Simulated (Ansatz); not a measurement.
# Sc (Sc, hcp): the cost of one run

Computed with Ansatz 0.2.0 (DFT PBEsol, plane waves (420 eV) with PAW, scalar-relativistic; PAW files made under PBE, frozen cores solved again for the functional, unless a step says otherwise).

## Step 1: Starting point

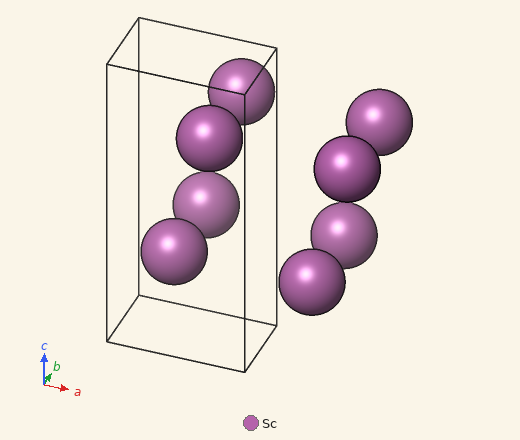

Start, viewed slightly off an axis; scandium pink. 2×2×1 cells are drawn. Any atoms on the faces are drawn again on the opposite ones.

As a file:

```xyz
2
Lattice="3.3090 0.0000 0.0000 -1.6545 2.8657 0.0000 0.0000 0.0000 5.2733" Properties=species:S:1:pos:R:3 pbc="T T T"
Sc    0.0000    1.9105    1.3183
Sc    1.6545    0.9552    3.9550
```

Starting moments (μB): +1 ×2.

## Step 2: Geometry optimisation

input.yaml

```yaml
crystal:
  lattice:
    - [3.3090008396, 0.0, 0.0]
    - [-1.6545004198, 2.8656787882, 0.0]
    - [0.0, 0.0, 5.2733]
  atoms:
    - { symbol: Sc, position: [0.3333333333, 0.6666666667, 0.25], spin: 1.0 }
    - { symbol: Sc, position: [0.6666666667, 0.3333333333, 0.75], spin: 1.0 }
hamiltonian:
  xc: pbesol
  pseudopotentials:
    kind: paw
    azcp:
      Sc: "pseudopotentials/Sc.paw.azcp"
basis:
  ecutwfc: 420
  fft_grid_basis: typed
kpoints:
  mp_grid: { grid: [11, 11, 6], shift: [0, 0, 0] }
magnetization:
  spin_polarized: true
scf:
  occupations: { method: fermi_dirac, width: 0.05 }
relax:
  max_steps: 60
  f_tol: 0.01
  cell: {}
```

Q: Estimate wall time and peak memory on 4 threads of an Arm CPU, shared host.

About 10 s, with a peak of 0.39 GiB.
